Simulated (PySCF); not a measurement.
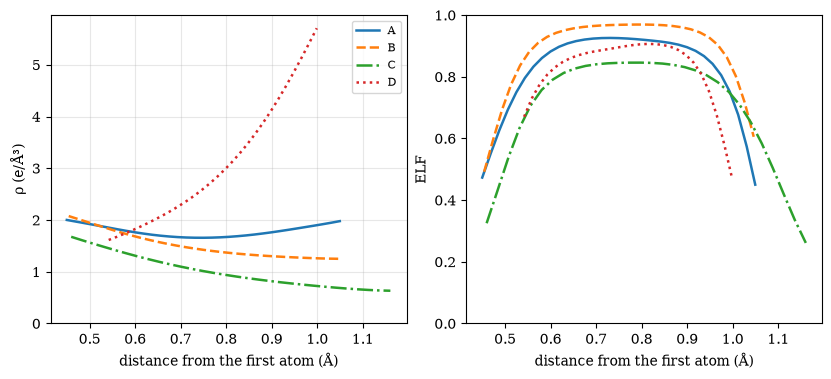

Figure. C₄H₁₂B₂O₂Si. Electron density and ELF along straight lines between neighbouring atoms. The curves leave out the atomic cores.

Geometry: GFN2-xTB.

Theory: PBE0/pcSseg-1, SCF density, gas phase, non-relativistic in PySCF 2.14.0.

```yaml
atoms:
  - { symbol: C, position_ang: [-1.5178, 2.1065, 0.0609] }
  - { symbol: B, position_ang: [-1.2989, 0.5453, 0.1465] }
  - { symbol: C, position_ang: [-2.5602, -0.3802, 0.3600] }
  - { symbol: Si, position_ang: [0.5001, -0.1621, -0.0277] }
  - { symbol: B, position_ang: [2.1959, 0.8209, -0.1239] }
  - { symbol: O, position_ang: [2.1155, 2.1656, 0.0157] }
  - { symbol: O, position_ang: [3.4435, 0.3035, -0.3166] }
  - { symbol: C, position_ang: [0.5787, -1.8891, -0.8954] }
  - { symbol: C, position_ang: [0.7194, -1.9802, 0.5942] }
  - { symbol: H, position_ang: [-1.4069, 2.4179, -0.9797] }
  - { symbol: H, position_ang: [-2.4961, 2.4514, 0.3911] }
  - { symbol: H, position_ang: [-0.7567, 2.6616, 0.6076] }
  - { symbol: H, position_ang: [-3.4168, -0.0636, -0.2341] }
  - { symbol: H, position_ang: [-2.3841, -1.4346, 0.1609] }
  - { symbol: H, position_ang: [-2.8804, -0.3048, 1.4007] }
  - { symbol: H, position_ang: [2.9588, 2.6214, -0.0383] }
  - { symbol: H, position_ang: [3.5006, -0.6445, -0.4176] }
  - { symbol: H, position_ang: [-0.3288, -2.2966, -1.3129] }
  - { symbol: H, position_ang: [1.4440, -2.1610, -1.4836] }
  - { symbol: H, position_ang: [-0.0962, -2.4508, 1.1206] }
  - { symbol: H, position_ang: [1.6775, -2.3095, 0.9713] }
```

Q: Which curve belongs to which contact (B–O, C–B, C–C and C–Si)? The first atom named is at distance zero.

A: Curve A: C–C (1.50 Å): ρ is about 1.7 e/Å³ halfway; the ELF peaks at about 0.95 between the atoms (a covalent bond). Curve B: C–B (1.58 Å): the density is about 1.4 e/Å³ at the midpoint; the ELF peaks at about 0.95 between the atoms, as expected for a covalent bond. Curve C: C–Si (1.93 Å): ρ at the midpoint is about 0.75 e/Å³; the ELF peaks at about 0.85 between the atoms (a shared electron pair). Curve D: B–O (1.35 Å): ρ at the midpoint is about 2.2 e/Å³; the ELF peaks at about 0.90 between the atoms, as expected for a polar covalent bond.
